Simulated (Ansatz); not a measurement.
# YSi₂: a line through a two-coordinate scan

One line of a two-coordinate grid on YSi2 (P6/mmm, No. 191; 3 atoms in the cell): lattice constant a (and b) is varied, at lattice constant c = 3.707 Å.

Method: DFT PBEsol, scalar-relativistic, plane waves, PAW, in Ansatz 0.2.0.

36 further runs of the same task are left out: 36 set aside as unsound or not needed.

### Step 1. The system as given

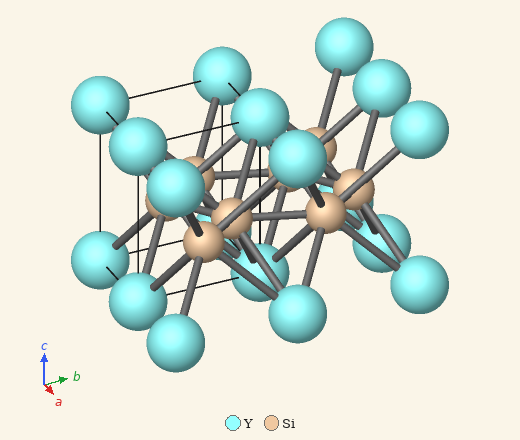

The starting structure, seen slightly off an axis (yttrium teal, silicon light orange). 2×2×1 cells are drawn. Atoms on the faces are drawn again on the opposite ones.

Structure file:

```
CELL_PARAMETERS angstrom
4.06250 0.00000 0.00000
-2.03125 3.51822 0.00000
0.00000 0.00000 3.90238
ATOMIC_POSITIONS crystal
Y 0.00000 0.00000 0.00000
Si 0.33333 0.66667 0.50000
Si 0.66667 0.33333 0.50000
```

It is the result of an earlier relaxation at this level (volume 18.59 Å³/atom; gap on the mesh: none (metal)).

### Step 2. What is varied

The energy is mapped over the lattice constants a and c of the conventional cell.

First coordinate, lattice constant a (and b): 9 values from 3.859 to 4.266 Å. Second coordinate, lattice constant c: 9 values from 3.707 to 4.098 Å.

Nothing else is relaxed (symmetry fixes all fractional coordinates). Energies count from the relaxed crystal. Points are written as (first, second).

### Step 3. Grid point (3.859 Å, 3.707 Å)

File input.yaml:

```yaml
crystal:
  lattice:
    - [3.8594, 0.0, 0.0]
    - [-1.9297, 3.3423384434, 0.0]
    - [0.0, 0.0, 3.7073]
  atoms:
    - { symbol: "Y", position: [0.0, 0.0, 0.0] }
    - { symbol: Si, position: [0.3333333333, 0.6666666667, 0.5] }
    - { symbol: Si, position: [0.6666666667, 0.3333333333, 0.5] }
basis:
  ecutwfc: 420
kpoints:
  mp_grid: { grid: [12, 12, 10] }
hamiltonian:
  xc: pbesol
scf:
  occupations: { method: methfessel_paxton, width: 0.35 }
output:
  forces: true
  stress: true
  eigenvalues: true
```

The run is started by

```bash
$ ansatz run input.yaml --threads 1 --pin off --max-ram 2048MiB --backend cpu --events-out ev --progress --plain --runs-dir out
```

Standard output, cut to the lines that bear on the results:

```text
Warning: RAYON_NUM_THREADS=1 ignored (pool sized by the plan → 1); use --threads N
[...]
Pseudopotentials: kind: paw
Pseudopotential: Y, paw, valence charge 11, recommended cutoff 420 eV (normal), Y.paw.azcp
Pseudopotential: Si, paw, valence charge 4, recommended cutoff 420 eV (normal), Si.paw.azcp
Functional definition: PBEsol
[...]
Crystal: 3 atoms, lattice volume = 47.822 Å³
Basis set: ecut = 420 eV, 913 PW (Γ), exchange–correlation on 54×54×50 points (8 copies of the dense FFT grid, shifted against one another)
Bands: 14, of which v1, the nominal top of the filled ones, is band 10 counted from 1 (9 counted from 0)
Symmetry: 24 space group operations
Space group: P6/mmm (ITA 191), of the structure as read, at distance tolerance 3.6e-5 Å
k-points: 114 of 1440
[...]
SCF iter   1: F=—  HF=-5039.486072 eV  |F-HF|=—  |Δ(HF+E_count)|=         —  Δρ=3.10e-3  dr2=6.35e-3  ethr=1.77e-3  ⟨swp⟩=4.6  Hψ=8686  notcnv=0
[...]
SCF iter   7: F=-5039.484122 eV  HF=-5039.484122 eV  |F-HF|=7.20e-9  |Δ(HF+E_count)|=   6.98e-8  S|Δr|=    0.00e0  Δρ=2.99e-6  dr2=9.45e-9  ethr=5.26e-10  ⟨swp⟩=4.4  Hψ=5527  notcnv=0
[...]
SCF converged after 7 iterations
Stability not checked: this state was not tested for a lower state beside it, because cold or Methfessel-Paxton smearing, or corrected tetrahedra, fill the levels in a way that the test cannot read (fill_not_monotonic; see scf.lower_state_search)
Free energy (F): -5039.484122 eV
[...]
E sigma→0 (E₀):  -5039.482909 eV
Entropy (-TS):   -0.004852 eV (-1.617 meV/atom)
Fermi energy:    13.373375 eV
[...]
--- Forces (eV/Å), atoms counted from 1 ---
  atom   1  Y      0.00000000    -0.00000000     0.00000000
  atom   2  Si     0.00000000     0.00000000     0.00000000
  atom   3  Si     0.00000000    -0.00000000     0.00000000
[...]
--- Stress (GPa, compression-positive) ---
       22.011691       0.000000       0.000000
        0.000000      22.011691       0.000000
        0.000000       0.000000      16.688976
  P = ⅓ Tr σ = 20.2375 GPa (202.375 kbar)
--- Band table (eV; the first three rows and the last of 114) ---
  k-point 0: bands = ["-28.5584", "-8.6998", "-8.6481", "-8.6481", "0.2501", "9.3978", "9.3978", "11.2629", "11.3612", "12.7772", "14.4644", "14.4644", "16.2265", "16.2265"]
[...]
```

Run time: 3.4 s. Hardware: 1 thread of Arm Neoverse V2, shared host; peak memory 0.35 GiB.

On the map this point reads 145 meV/atom.

### Step 4. Point (3.910 Å, 3.707 Å)

input.yaml: that of step 3 with these lines changed.

```diff
@@ -2,4 +2,4 @@
   lattice:
-    - [3.8594, 0.0, 0.0]
-    - [-1.9297, 3.3423384434, 0.0]
+    - [3.9102, 0.0, 0.0]
+    - [-1.9551, 3.3863325339, 0.0]
     - [0.0, 0.0, 3.7073]
```

The run is started by

```bash
$ ansatz run input.yaml --threads 1 --pin off --max-ram 2048MiB --backend cpu --events-out ev --progress --plain --runs-dir out
```

Standard output, cut to the lines that bear on the results:

```text
[...]
SCF converged after 7 iterations
Stability not checked: this state was not tested for a lower state beside it, because cold or Methfessel-Paxton smearing, or corrected tetrahedra, fill the levels in a way that the test cannot read (fill_not_monotonic; see scf.lower_state_search)
Free energy (F): -5039.635022 eV
[...]
E sigma→0 (E₀):  -5039.633944 eV
Entropy (-TS):   -0.004312 eV (-1.437 meV/atom)
Fermi energy:    12.974228 eV
[...]
--- Forces (eV/Å), atoms counted from 1 ---
  atom   1  Y      0.00000000     0.00000000     0.00000000
  atom   2  Si    -0.00000000    -0.00000000    -0.00000000
  atom   3  Si     0.00000000     0.00000000     0.00000000
[...]
--- Stress (GPa, compression-positive) ---
       16.288189      -0.000000      -0.000000
        0.000000      16.288189      -0.000000
       -0.000000      -0.000000      13.931969
  P = ⅓ Tr σ = 15.5028 GPa (155.028 kbar)
--- Band table (eV; the first three rows and the last of 114) ---
  k-point 0: bands = ["-29.0189", "-9.1288", "-9.1094", "-9.1094", "0.0533", "9.0408", "9.0408", "11.0064", "11.1053", "12.1430", "14.0416", "14.0416", "15.8229", "15.8229"]
[...]
```

It took 3.6 s on 1 thread of Arm Neoverse V2, shared host; peak memory 0.35 GiB.

That is 95 meV/atom from the zero.

### Step 5. Grid point (3.961 Å, 3.707 Å)

input.yaml: that of step 4 with these lines changed.

```diff
@@ -2,4 +2,4 @@
   lattice:
-    - [3.9102, 0.0, 0.0]
-    - [-1.9551, 3.3863325339, 0.0]
+    - [3.9609, 0.0, 0.0]
+    - [-1.98045, 3.4302400219, 0.0]
     - [0.0, 0.0, 3.7073]
```

The run is started by

```bash
$ ansatz run input.yaml --threads 1 --pin off --max-ram 2048MiB --backend cpu --events-out ev --progress --plain --runs-dir out
```

Standard output, cut to the lines that bear on the results:

```text
[...]
SCF converged after 6 iterations
Stability not checked: this state was not tested for a lower state beside it, because cold or Methfessel-Paxton smearing, or corrected tetrahedra, fill the levels in a way that the test cannot read (fill_not_monotonic; see scf.lower_state_search)
Free energy (F): -5039.744811 eV
[...]
E sigma→0 (E₀):  -5039.743712 eV
Entropy (-TS):   -0.004396 eV (-1.465 meV/atom)
Fermi energy:    12.588835 eV
[...]
--- Forces (eV/Å), atoms counted from 1 ---
  atom   1  Y      0.00000000     0.00000000     0.00000000
  atom   2  Si    -0.00000000    -0.00000000    -0.00000000
  atom   3  Si    -0.00000000     0.00000000     0.00000000
[...]
--- Stress (GPa, compression-positive) ---
       11.295804       0.000000      -0.000000
        0.000000      11.295804      -0.000000
       -0.000000      -0.000000      11.481907
  P = ⅓ Tr σ = 11.3578 GPa (113.578 kbar)
--- Band table (eV; the first three rows and the last of 114) ---
  k-point 0: bands = ["-29.4680", "-9.5575", "-9.5575", "-9.5488", "-0.1339", "8.7010", "8.7010", "10.7638", "10.8579", "11.5315", "13.6322", "13.6322", "15.4337", "15.4337"]
[...]
```

Run time: 3.5 s. Hardware: 1 thread of Arm Neoverse V2, shared host; peak memory 0.35 GiB.

That is 58 meV/atom from the zero.

### Step 6. Point (4.012 Å, 3.707 Å)

input.yaml: that of step 5 with these lines changed.

```diff
@@ -2,4 +2,4 @@
   lattice:
-    - [3.9609, 0.0, 0.0]
-    - [-1.98045, 3.4302400219, 0.0]
+    - [4.0117, 0.0, 0.0]
+    - [-2.00585, 3.4742341124, 0.0]
     - [0.0, 0.0, 3.7073]
```

The run is started by

```bash
$ ansatz run input.yaml --threads 1 --pin off --max-ram 2048MiB --backend cpu --events-out ev --progress --plain --runs-dir out
```

Standard output, cut to the lines that bear on the results:

```text
Warning: RAYON_NUM_THREADS=1 ignored (pool sized by the plan → 1); use --threads N
[...]
Pseudopotentials: kind: paw
Pseudopotential: Y, paw, valence charge 11, recommended cutoff 420 eV (normal), Y.paw.azcp
Pseudopotential: Si, paw, valence charge 4, recommended cutoff 420 eV (normal), Si.paw.azcp
Functional definition: PBEsol
[...]
Crystal: 3 atoms, lattice volume = 51.671 Å³
Basis set: ecut = 420 eV, 997 PW (Γ), exchange–correlation on 54×54×50 points (8 copies of the dense FFT grid, shifted against one another)
Bands: 14, of which v1, the nominal top of the filled ones, is band 10 counted from 1 (9 counted from 0)
Symmetry: 24 space group operations
Space group: P6/mmm (ITA 191), of the structure as read, at distance tolerance 3.7e-5 Å
k-points: 114 of 1440
[...]
SCF iter   1: F=—  HF=-5039.820082 eV  |F-HF|=—  |Δ(HF+E_count)|=         —  Δρ=2.76e-3  dr2=5.19e-3  ethr=1.77e-3  ⟨swp⟩=4.6  Hψ=8660  notcnv=0
[...]
SCF converged after 7 iterations
Stability not checked: this state was not tested for a lower state beside it, because cold or Methfessel-Paxton smearing, or corrected tetrahedra, fill the levels in a way that the test cannot read (fill_not_monotonic; see scf.lower_state_search)
Free energy (F): -5039.818503 eV
[...]
E sigma→0 (E₀):  -5039.817369 eV
Entropy (-TS):   -0.004537 eV (-1.512 meV/atom)
Fermi energy:    12.215244 eV
[...]
--- Forces (eV/Å), atoms counted from 1 ---
  atom   1  Y      0.00000000    -0.00000000     0.00000000
  atom   2  Si     0.00000000     0.00000000     0.00000000
  atom   3  Si     0.00000000    -0.00000000     0.00000000
[...]
--- Stress (GPa, compression-positive) ---
        6.983811      -0.000000       0.000000
       -0.000000       6.983811       0.000000
        0.000000       0.000000       9.264585
  P = ⅓ Tr σ = 7.7441 GPa (77.441 kbar)
--- Band table (eV; the first three rows and the last of 114) ---
  k-point 0: bands = ["-29.9089", "-9.9958", "-9.9958", "-9.9627", "-0.3120", "8.3767", "8.3767", "10.5338", "10.6167", "10.9404", "13.2345", "13.2345", "15.0558", "15.0558"]
[...]
```

It took 3.6 s on 1 thread of Arm Neoverse V2, shared host; peak memory 0.35 GiB.

Energy on the map's scale: 34 meV/atom.

### Step 7. Grid point (4.062 Å, 3.707 Å)

input.yaml: that of step 6 with these lines changed.

```diff
@@ -2,4 +2,4 @@
   lattice:
-    - [4.0117, 0.0, 0.0]
-    - [-2.00585, 3.4742341124, 0.0]
+    - [4.0624960435, 0.0, 0.0]
+    - [-2.0312480217, 3.5182247765, 0.0]
     - [0.0, 0.0, 3.7073]
```

The run is started by

```bash
$ ansatz run input.yaml --threads 1 --pin off --max-ram 2048MiB --backend cpu --events-out ev --progress --plain --runs-dir out
```

Standard output, cut to the lines that bear on the results:

```text
[...]
SCF converged after 7 iterations
Stability not checked: this state was not tested for a lower state beside it, because cold or Methfessel-Paxton smearing, or corrected tetrahedra, fill the levels in a way that the test cannot read (fill_not_monotonic; see scf.lower_state_search)
Free energy (F): -5039.860244 eV
[...]
E sigma→0 (E₀):  -5039.859452 eV
Entropy (-TS):   -0.003166 eV (-1.055 meV/atom)
Fermi energy:    11.852856 eV
[...]
--- Forces (eV/Å), atoms counted from 1 ---
  atom   1  Y      0.00000000     0.00000000     0.00000000
  atom   2  Si     0.00000000     0.00000000     0.00000000
  atom   3  Si    -0.00000000    -0.00000000     0.00000000
[...]
--- Stress (GPa, compression-positive) ---
        3.264690      -0.000000       0.000000
       -0.000000       3.264690       0.000000
        0.000000       0.000000       7.282069
  P = ⅓ Tr σ = 4.6038 GPa (46.038 kbar)
--- Band table (eV; the first three rows and the last of 114) ---
  k-point 0: bands = ["-30.3405", "-10.4234", "-10.4234", "-10.3694", "-0.4817", "8.0672", "8.0672", "10.3158", "10.3704", "10.3816", "12.8482", "12.8482", "14.6895", "14.6895"]
[...]
```

It took 3.6 s on 1 thread of Arm Neoverse V2, shared host; peak memory 0.36 GiB.

Energy on the map's scale: 20 meV/atom.

### Step 8. Point (4.113 Å, 3.707 Å)

input.yaml: that of step 7 with these lines changed.

```diff
@@ -2,4 +2,4 @@
   lattice:
-    - [4.0624960435, 0.0, 0.0]
-    - [-2.0312480217, 3.5182247765, 0.0]
+    - [4.1133, 0.0, 0.0]
+    - [-2.05665, 3.5622222934, 0.0]
     - [0.0, 0.0, 3.7073]
```

The run is started by

```bash
$ ansatz run input.yaml --threads 1 --pin off --max-ram 2048MiB --backend cpu --events-out ev --progress --plain --runs-dir out
```

Standard output, cut to the lines that bear on the results:

```text
Warning: RAYON_NUM_THREADS=1 ignored (pool sized by the plan → 1); use --threads N
[...]
Pseudopotentials: kind: paw
Pseudopotential: Y, paw, valence charge 11, recommended cutoff 420 eV (normal), Y.paw.azcp
Pseudopotential: Si, paw, valence charge 4, recommended cutoff 420 eV (normal), Si.paw.azcp
Functional definition: PBEsol
[...]
Crystal: 3 atoms, lattice volume = 54.321 Å³
Basis set: ecut = 420 eV, 1045 PW (Γ), exchange–correlation on 60×60×50 points (8 copies of the dense FFT grid, shifted against one another)
Bands: 14, of which v1, the nominal top of the filled ones, is band 10 counted from 1 (9 counted from 0)
Symmetry: 24 space group operations
Space group: P6/mmm (ITA 191), of the structure as read, at distance tolerance 3.8e-5 Å
k-points: 114 of 1440
[...]
SCF iter   1: F=—  HF=-5039.874717 eV  |F-HF|=—  |Δ(HF+E_count)|=         —  Δρ=2.49e-3  dr2=4.07e-3  ethr=1.77e-3  ⟨swp⟩=4.7  Hψ=8660  notcnv=0
[...]
SCF converged after 6 iterations
Stability not checked: this state was not tested for a lower state beside it, because cold or Methfessel-Paxton smearing, or corrected tetrahedra, fill the levels in a way that the test cannot read (fill_not_monotonic; see scf.lower_state_search)
Free energy (F): -5039.873421 eV
[...]
E sigma→0 (E₀):  -5039.873151 eV
Entropy (-TS):   -0.001081 eV (-0.360 meV/atom)
Fermi energy:    11.500986 eV
[...]
--- Forces (eV/Å), atoms counted from 1 ---
  atom   1  Y      0.00000000     0.00000000     0.00000000
  atom   2  Si     0.00000000     0.00000000     0.00000000
  atom   3  Si     0.00000000    -0.00000000     0.00000000
[...]
--- Stress (GPa, compression-positive) ---
       -0.026193       0.000000       0.000000
       -0.000000      -0.026193       0.000000
        0.000000       0.000000       5.569778
  P = ⅓ Tr σ = 1.8391 GPa (18.391 kbar)
--- Band table (eV; the first three rows and the last of 114) ---
  k-point 0: bands = ["-30.7612", "-10.8392", "-10.8392", "-10.7672", "-0.6442", "7.7710", "7.7710", "9.8197", "10.1085", "10.1520", "12.4723", "12.4723", "14.3350", "14.3350"]
[...]
```

Wall time 3.5 s (1 thread of Arm Neoverse V2, shared host); peak memory 0.36 GiB.

Energy on the map's scale: 15 meV/atom.

### Step 9. Grid point (4.164 Å, 3.707 Å)

input.yaml: that of step 8 with these lines changed.

```diff
@@ -2,4 +2,4 @@
   lattice:
-    - [4.1133, 0.0, 0.0]
-    - [-2.05665, 3.5622222934, 0.0]
+    - [4.1641, 0.0, 0.0]
+    - [-2.08205, 3.6062163839, 0.0]
     - [0.0, 0.0, 3.7073]
```

The run is started by

```bash
$ ansatz run input.yaml --threads 1 --pin off --max-ram 2048MiB --backend cpu --events-out ev --progress --plain --runs-dir out
```

Standard output, cut to the lines that bear on the results:

```text
Warning: RAYON_NUM_THREADS=1 ignored (pool sized by the plan → 1); use --threads N
[...]
Pseudopotentials: kind: paw
Pseudopotential: Y, paw, valence charge 11, recommended cutoff 420 eV (normal), Y.paw.azcp
Pseudopotential: Si, paw, valence charge 4, recommended cutoff 420 eV (normal), Si.paw.azcp
Functional definition: PBEsol
[...]
Crystal: 3 atoms, lattice volume = 55.671 Å³
Basis set: ecut = 420 eV, 1075 PW (Γ), exchange–correlation on 60×60×50 points (8 copies of the dense FFT grid, shifted against one another)
Bands: 14, of which v1, the nominal top of the filled ones, is band 10 counted from 1 (9 counted from 0)
Symmetry: 24 space group operations
Space group: P6/mmm (ITA 191), of the structure as read, at distance tolerance 3.8e-5 Å
k-points: 114 of 1440
[...]
SCF iter   1: F=—  HF=-5039.861733 eV  |F-HF|=—  |Δ(HF+E_count)|=         —  Δρ=2.30e-3  dr2=3.34e-3  ethr=1.77e-3  ⟨swp⟩=4.7  Hψ=8694  notcnv=0
[...]
SCF converged after 6 iterations
Stability not checked: this state was not tested for a lower state beside it, because cold or Methfessel-Paxton smearing, or corrected tetrahedra, fill the levels in a way that the test cannot read (fill_not_monotonic; see scf.lower_state_search)
Free energy (F): -5039.860721 eV
[...]
E sigma→0 (E₀):  -5039.860635 eV
Entropy (-TS):   -0.000347 eV (-0.116 meV/atom)
Fermi energy:    11.157158 eV
[...]
--- Forces (eV/Å), atoms counted from 1 ---
  atom   1  Y     -0.00000000     0.00000000     0.00000000
  atom   2  Si     0.00000000    -0.00000000    -0.00000000
  atom   3  Si     0.00000000     0.00000000     0.00000000
[...]
--- Stress (GPa, compression-positive) ---
       -2.914245       0.000000      -0.000000
        0.000000      -2.914245       0.000000
       -0.000000       0.000000       4.113150
  P = ⅓ Tr σ = -0.5718 GPa (-5.718 kbar)
--- Band table (eV; the first three rows and the last of 114) ---
  k-point 0: bands = ["-31.1721", "-11.2442", "-11.2442", "-11.1568", "-0.7994", "7.4880", "7.4880", "9.2886", "9.9115", "9.9271", "12.1068", "12.1068", "13.9912", "13.9912"]
[...]
```

It took 3.9 s on 1 thread of Arm Neoverse V2, shared host; peak memory 0.36 GiB.

On the map this point reads 20 meV/atom.

### Step 10. Grid point (4.215 Å, 3.707 Å)

input.yaml: that of step 9 with these lines changed.

```diff
@@ -2,4 +2,4 @@
   lattice:
-    - [4.1641, 0.0, 0.0]
-    - [-2.08205, 3.6062163839, 0.0]
+    - [4.2148, 0.0, 0.0]
+    - [-2.1074, 3.6501238719, 0.0]
     - [0.0, 0.0, 3.7073]
```

The run is started by

```bash
$ ansatz run input.yaml --threads 1 --pin off --max-ram 2048MiB --backend cpu --events-out ev --progress --plain --runs-dir out
```

Standard output, cut to the lines that bear on the results:

```text
[...]
SCF converged after 5 iterations
Stability not checked: this state was not tested for a lower state beside it, because cold or Methfessel-Paxton smearing, or corrected tetrahedra, fill the levels in a way that the test cannot read (fill_not_monotonic; see scf.lower_state_search)
Free energy (F): -5039.825014 eV
[...]
E sigma→0 (E₀):  -5039.824873 eV
Entropy (-TS):   -0.000563 eV (-0.188 meV/atom)
Fermi energy:    10.820894 eV
[...]
--- Forces (eV/Å), atoms counted from 1 ---
  atom   1  Y      0.00000000    -0.00000000     0.00000000
  atom   2  Si     0.00000000     0.00000000     0.00000000
  atom   3  Si    -0.00000000    -0.00000000     0.00000000
[...]
--- Stress (GPa, compression-positive) ---
       -5.411130      -0.000000       0.000000
       -0.000000      -5.411130       0.000000
        0.000000       0.000000       2.851494
  P = ⅓ Tr σ = -2.6569 GPa (-26.569 kbar)
--- Band table (eV; the first three rows and the last of 114) ---
  k-point 0: bands = ["-31.5730", "-11.6387", "-11.6387", "-11.5383", "-0.9473", "7.2178", "7.2178", "8.7773", "9.7062", "9.7247", "11.7521", "11.7521", "13.6579", "13.6579"]
[...]
```

Run time: 3.8 s. Hardware: 1 thread of Arm Neoverse V2, shared host; peak memory 0.36 GiB.

Energy on the map's scale: 31 meV/atom.

### Step 11. Grid point (4.266 Å, 3.707 Å)

input.yaml: that of step 10 with these lines changed.

```diff
@@ -2,4 +2,4 @@
   lattice:
-    - [4.2148, 0.0, 0.0]
-    - [-2.1074, 3.6501238719, 0.0]
+    - [4.2656, 0.0, 0.0]
+    - [-2.1328, 3.6941179624, 0.0]
     - [0.0, 0.0, 3.7073]
```

The run is started by

```bash
$ ansatz run input.yaml --threads 1 --pin off --max-ram 2048MiB --backend cpu --events-out ev --progress --plain --runs-dir out
```

Standard output, cut to the lines that bear on the results:

```text
[...]
SCF converged after 6 iterations
Stability not checked: this state was not tested for a lower state beside it, because cold or Methfessel-Paxton smearing, or corrected tetrahedra, fill the levels in a way that the test cannot read (fill_not_monotonic; see scf.lower_state_search)
Free energy (F): -5039.768640 eV
[...]
E sigma→0 (E₀):  -5039.768471 eV
Entropy (-TS):   -0.000675 eV (-0.225 meV/atom)
Fermi energy:    10.492249 eV
[...]
--- Forces (eV/Å), atoms counted from 1 ---
  atom   1  Y     -0.00000000    -0.00000000     0.00000000
  atom   2  Si    -0.00000000     0.00000000     0.00000000
  atom   3  Si     0.00000000    -0.00000000     0.00000000
[...]
--- Stress (GPa, compression-positive) ---
       -7.599315       0.000000      -0.000000
        0.000000      -7.599315      -0.000000
       -0.000000      -0.000000       1.722134
  P = ⅓ Tr σ = -4.4922 GPa (-44.922 kbar)
--- Band table (eV; the first three rows and the last of 114) ---
  k-point 0: bands = ["-31.9652", "-12.0240", "-12.0240", "-11.9126", "-1.0894", "6.9584", "6.9584", "8.2829", "9.4881", "9.5461", "11.4063", "11.4063", "13.3336", "13.3336"]
[...]
```

It took 4.1 s on 1 thread of Arm Neoverse V2, shared host; peak memory 0.36 GiB.

That is 50 meV/atom from the zero.

### Step 12. The line in numbers

| lattice constant a (and b) (Å) | step | energy (meV/atom) | slope (meV/atom per Å) | pressure (GPa) |
| --- | --- | --- | --- | --- |
| 3.859 | 3 | 145 | −1135 | 20.2 |
| 3.910 | 4 | 95 | −851 | 15.5 |
| 3.961 | 5 | 58 | −598 | 11.4 |
| 4.012 | 6 | 34 | −374 | 7.7 |
| 4.062 | 7 | 20 | −177 | 4.6 |
| 4.113 | 8 | 15 | 1 | 1.8 |
| 4.164 | 9 | 20 | 162 | −0.6 |
| 4.215 | 10 | 31 | 305 | −2.7 |
| 4.266 | 11 | 50 | 433 | −4.5 |

Energies count from the relaxed crystal. Slopes come from the forces (and the stress, where the cell changes), not from differences of energies.

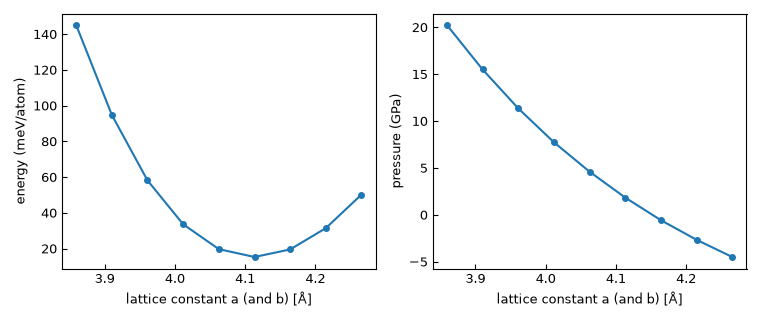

Energy and pressure along the line.

In words: Along the line the energy is lowest at 4.113 Å, 15 meV/atom from the zero. A fit to energies and slopes at the lowest point and its two neighbours puts the minimum at 4.1128 Å, with a curvature of about 3300 meV/atom per Å². The highest point computed, at 3.859 Å, lies 130 meV/atom above the lowest. This is one cut through a surface in two coordinates; the map's lowest point lies off it.
